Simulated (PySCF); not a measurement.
## Electronic structure of C₃H₈AlFN₂ in real space

The calculation's input:

```
{"job": {"kind": "uv", "xc": "PBE0", "basis": "def2-SVPD", "nstates": 8, "ntriplets": 3}, "charge": 0, "multiplicity": 1}
C     -1.007668    -1.669153    -0.771711
Al    -0.308520    -0.482071     0.656166
N     -0.991239     1.398436     0.080677
F     -0.927473    -0.382073     2.195868
C      1.718933    -0.148681     0.607262
C      1.882545     0.927464    -0.296099
N      1.888325     1.823594    -1.020273
H     -0.580009    -1.414786    -1.744819
H     -0.756184    -2.718599    -0.598051
H     -2.094267    -1.641278    -0.889039
H     -1.097297     1.992903     0.900824
H     -0.273378     1.816427    -0.516175
H     -1.873024     1.402620    -0.425513
H      2.156063     0.123482     1.573231
H      2.258778    -1.020295     0.225737
```

Command:

```sh
OMP_NUM_THREADS=1 python probes_run.py task.json out
```

Geometry: GFN2-xTB.

All numbers below come from PBE0/def2-SVPD, SCF density, gas phase (PySCF 2.14.0).

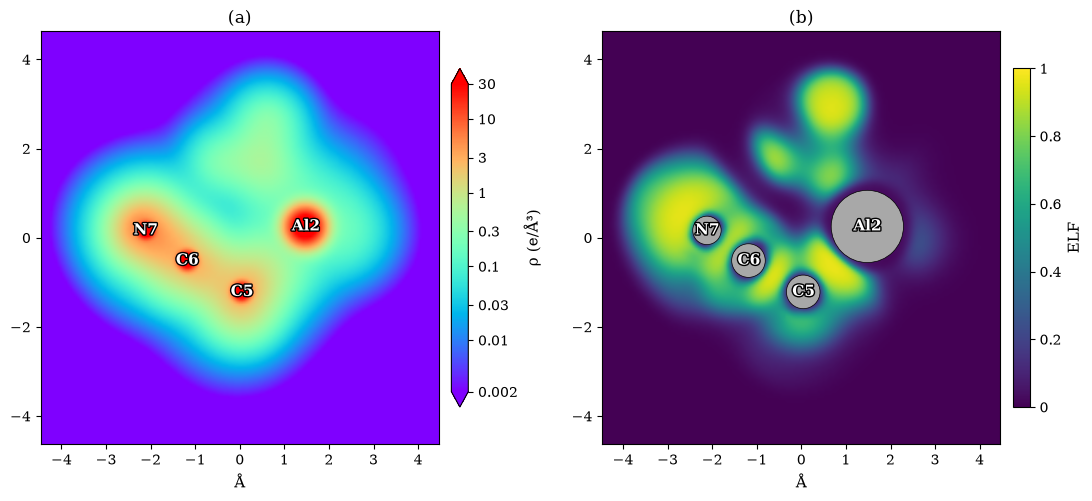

Figure 1. (a) total electron density; (b) electron localisation function on the plane of atoms Al2, C5 and C6. Grey discs cover the atomic cores in the ELF map.

**Describe what can be read from this map.**

Atoms in the plane: Al, C and N. C–N (1.15 Å): ρ at the midpoint is about 3.5 e/Å³; the ELF peaks at about 0.85 between the atoms (a short, multiple covalent bond). C–C (1.41 Å): ρ is about 1.9 e/Å³ halfway; the ELF peaks at about 0.95 between the atoms, as expected for localised, covalent bonding. C–Al (2.06 Å): ρ at the midpoint is about 0.61 e/Å³; the ELF peaks at about 0.95 between the atoms (a polar covalent bond). The ELF also peaks beside N7, away from the bonds: lone-pair regions.

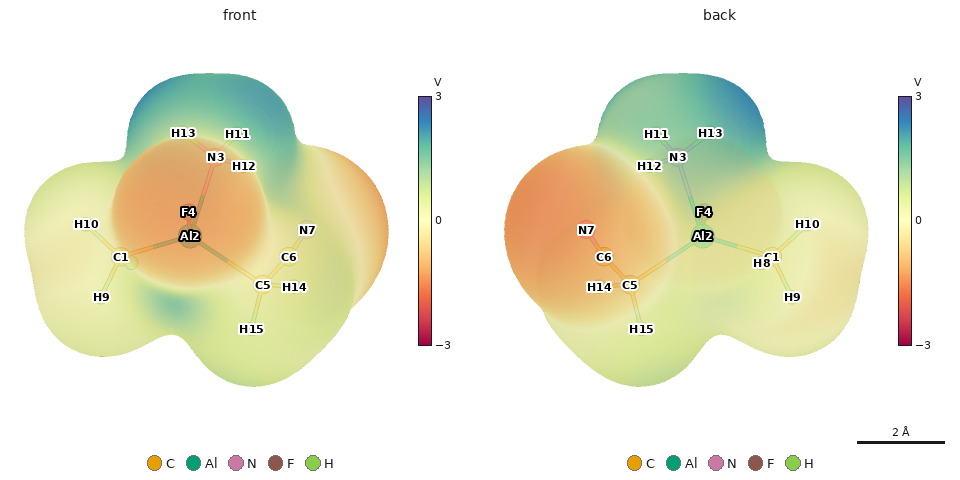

Figure 2. The molecular electrostatic potential painted on the density surface at 0.001 e/bohr³, seen from the front and from behind; the colour scale runs from red (negative) to blue (positive).

**Which sites attract a positive test charge, and which a negative one?**

A positive charge is drawn to the negative regions and a negative charge to the positive ones. The most negative region (about −1.5 V) lies over N7, the most positive (about +2.3 V) over H13. N7 is the likeliest acceptor of a hydrogen bond.
